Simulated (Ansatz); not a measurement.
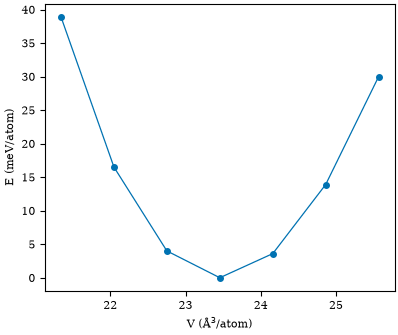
Figure. Sc (hcp (Mg type), space group No. 194) under volume change, PBE+D3(BJ) (plane waves, PAW; program Ansatz), shape and atoms relaxed at each volume.

Task: What does a third-order Birch–Murnaghan fit give for V₀, B₀ and B′?

Result: V₀ = 23.46 Å³/atom, B₀ = 57.4 GPa, B′ = 3.3.

Space group P6_3/mmc (hcp (Mg type)). The cell was relaxed with PBE+D3(BJ) under the symmetry of its start. No spin polarisation was allowed. The pairwise dispersion correction was not fitted to metals.

Potentials: the later of the program's two PAW sets.
